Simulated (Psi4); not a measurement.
# AsF3 (SMILES F[As](F)F): MP2/cc-pVDZ

What is the vertical singlet–triplet gap of AsF3 at MP2/cc-pVDZ? 

The calculation is run with Psi4 1.11.

2 further runs of the same task are left out: 1 that didn't finish, 1 set aside as unsound or not needed.

## Step 1: The structure to begin with

AsF3: 4 atoms, total charge 0, spin state singlet. As SMILES, `F[As](F)F`. The coordinates come from a PBE0-D4/def2-TZVP relaxation.

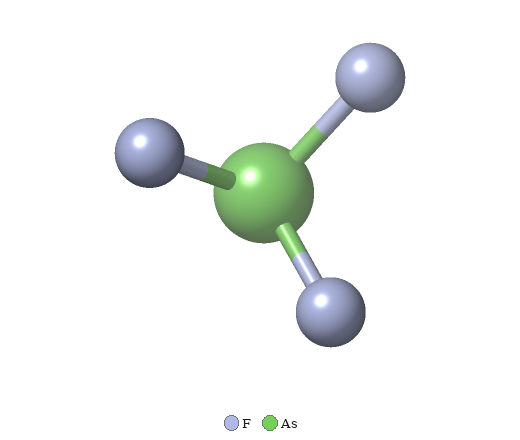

Viewed from a chosen angle; fluorine light blue, arsenic green.

## Step 2: The energy at MP2/cc-pVDZ

Input file input.inp:

```
memory 2.2 GB

molecule {
  0 1
  F     -0.445870     0.395590     1.362650
  As    -0.461950    -0.457240    -0.125630
  F      1.203970    -0.865930    -0.112740
  F     -0.296160     0.927580    -1.124280
  symmetry c1
  no_reorient
  no_com
}

set globals {
  basis           cc-pVDZ
  puream          true
  e_convergence   1e-09
  d_convergence   1e-08
  scf_type        pk
  num_frozen_docc 12
  mp2_type        conv
}

energy("mp2")
print_variables()
```

Launch:

```console
$ psi4 -n 1 input.inp input.out
```

input.out:

```text
[...]
  Running in c1 symmetry.
[...]
  Nuclear repulsion =  325.340009706749868
[...]
  Multiplicity = 1
[...]
  Nalpha       = 30
  Nbeta        = 30
[...]
    Number of basis functions: 69
[...]
   @RHF iter   1: -2532.34336348108354   -4.27767e+00   1.21180e-02 ADIIS/DIIS
[...]
   @RHF iter  10: -2532.55438294838041   -1.27329e-11   6.20340e-09 DIIS
[...]
    Orbital Energies [Eh]
    ---------------------
    Doubly Occupied:
       1A   -432.788432     2A    -56.501609     3A    -50.348097
       4A    -50.348097     5A    -50.346927     6A    -26.317395
       7A    -26.317391     8A    -26.317383     9A     -8.201249
      10A     -6.054440    11A     -6.054440    12A     -6.048372
      13A     -2.286570    14A     -2.286570    15A     -2.277605
      16A     -2.277605    17A     -2.273133    18A     -1.635330
      19A     -1.592529    20A     -1.592522    21A     -0.887805
      22A     -0.731062    23A     -0.731060    24A     -0.715624
      25A     -0.678153    26A     -0.678151    27A     -0.643676
      28A     -0.643673    29A     -0.641425    30A     -0.485112
[...]
  @RHF Final Energy: -2532.55438294838041
   => Energetics <=
    Nuclear Repulsion Energy =            325.3400097067498677
    One-Electron Energy =               -4178.3859126901979835
    Two-Electron Energy =                1320.4915200350676514
    Total Energy =                      -2532.5543829483804075
[...]
 Multipole Moments:
 ------------------------------------------------------------------------------------
     Multipole            Electronic (a.u.)      Nuclear  (a.u.)        Total (a.u.)
 ------------------------------------------------------------------------------------
 L = 1.  Multiply by 2.5417464519 to convert [e a0] to [Debye]
 Dipole X            :         20.1184774          -20.9511857           -0.8327083
 Dipole Y            :         19.9131440          -20.7374010           -0.8242570
 Dipole Z            :          5.4712583           -5.6977510           -0.2264928
 Magnitude           :                                                    1.1933573
[...]
	SCS-MP2 Total Energy (a.u.)        : -2533.21244306749941
	SOS-MP2 Total Energy (a.u.)        : -2533.19899975937005
	SCSN-MP2 Total Energy (a.u.)       : -2532.88717721238390
[...]
	SOS-PI-MP2 Total Energy (a.u.)     : -2533.24858566790772
[...]
	MP2 Total Energy (a.u.)            : -2533.23932968375902
[...]
```

It took 71 s on 1 thread of Intel Xeon at 2.50GHz (Skylake/Cascade Lake), shared host; peak memory 0.43 GiB.

## Step 3: The triplet at the same level

Input file input.dat:

```
memory 2.2 GB

molecule system {
  0 3
  F     -0.84257219     0.74755676     2.57503530
  As    -0.87295898    -0.86405837    -0.23740629
  F      2.27517356    -1.63637054    -0.21304772
  F     -0.55966129     1.75287216    -2.12458129
  units bohr
  symmetry c1
  no_reorient
  no_com
}

set globals {
  basis           cc-pVDZ
  reference       uhf
  puream          true
  e_convergence   1e-09
  d_convergence   1e-08
  scf_type        pk
  num_frozen_docc 12
  mp2_type        conv
  maxiter         100
}

e = energy('mp2')
print_variables()
```

Launch:

```console
$ psi4 input.dat output.dat -n 1
```

output.dat:

```text
[...]
  Running in c1 symmetry.
[...]
  Nuclear repulsion =  325.340010159981830
[...]
  Multiplicity = 3
[...]
  Nalpha       = 31
  Nbeta        = 29
[...]
    Number of basis functions: 69
[...]
   @UHF iter   1: -2532.09442360900857   -4.02873e+00   1.21660e-02 DIIS/ADIIS
[...]
   @UHF iter  30: -2532.33531394580586   -1.22782e-11   6.40393e-09 DIIS
[...]
   @S^2 Observed:                2.015366504E+00
[...]
    Orbital Energies [Eh]
    ---------------------
    Alpha Occupied:
       1A   -432.802232     2A    -56.514374     3A    -50.362249
       4A    -50.362047     5A    -50.360693     6A    -26.332048
       7A    -26.332047     8A    -26.325835     9A     -8.219109
      10A     -6.075525    11A     -6.071412    12A     -6.070446
      13A     -2.304688    14A     -2.304353    15A     -2.298923
      16A     -2.293732    17A     -2.290413    18A     -1.653582
      19A     -1.614372    20A     -1.610414    21A     -0.928457
      22A     -0.773196    23A     -0.747294    24A     -0.736192
      25A     -0.699109    26A     -0.698846    27A     -0.659440
      28A     -0.654141    29A     -0.650468    30A     -0.591977
      31A     -0.260489
[...]
  @UHF Final Energy: -2532.33531394580586
   => Energetics <=
    Nuclear Repulsion Energy =            325.3400101599818299
    One-Electron Energy =               -4177.6737519835751300
    Two-Electron Energy =                1319.9984278777872078
    Total Energy =                      -2532.3353139458058649
  UHF NO Occupations:
  HONO-2 :   29  A 1.9955717
  HONO-1 :   30  A 1.0000000
[...]
 Multipole Moments:
 ------------------------------------------------------------------------------------
     Multipole            Electronic (a.u.)      Nuclear  (a.u.)        Total (a.u.)
 ------------------------------------------------------------------------------------
 L = 1.  Multiply by 2.5417464519 to convert [e a0] to [Debye]
 Dipole X            :         19.9688939          -20.9511856           -0.9822918
 Dipole Y            :         19.8421004          -20.7374008           -0.8953004
 Dipole Z            :          5.5671914           -5.6977510           -0.1305596
 Magnitude           :                                                    1.3354796
[...]
	SCS-MP2 Total Energy (a.u.)        : -2532.97534178561091
	SOS-MP2 Total Energy (a.u.)        : -2532.91187880059715
	SCSN-MP2 Total Energy (a.u.)       : -2532.67039850667743
[...]
	SOS-PI-MP2 Total Energy (a.u.)     : -2533.00797294306221
[...]
	MP2 Total Energy (a.u.)            : -2533.00617361317245
[...]
```

It took 73 s on 1 thread of Intel Xeon at 2.50GHz (Skylake/Cascade Lake), shared host; peak memory 0.43 GiB.

## Step 4: Outcome

Level: MP2/cc-pVDZ, 12 core orbitals frozen.

| quantity | value |
| --- | --- |
| singlet: total energy | -2533.23933 Eh |
| singlet: HOMO energy (Hartree–Fock orbitals) | -13.20 eV |
| singlet: LUMO energy (Hartree–Fock orbitals) | 2.85 eV |
| singlet: HOMO–LUMO gap (Hartree–Fock orbitals) | 16.05 eV |
| singlet: correlation energy (12 core orbitals frozen) | -684.9 mEh |
| triplet: total energy | -2533.00617 Eh |
| triplet: HOMO energy (Hartree–Fock orbitals) (highest over α and β) | -7.09 eV |
| triplet: LUMO energy (Hartree–Fock orbitals) (lowest over α and β) | -2.63 eV |
| triplet: correlation energy (12 core orbitals frozen) | -670.9 mEh |
| triplet: ⟨S²⟩ of the reference determinant | 2.015 |
| vertical energy of the triplet above the singlet | 6.344 eV |

What this shows: At this shape the triplet lies 6.34 eV (146 kcal/mol) above the singlet.
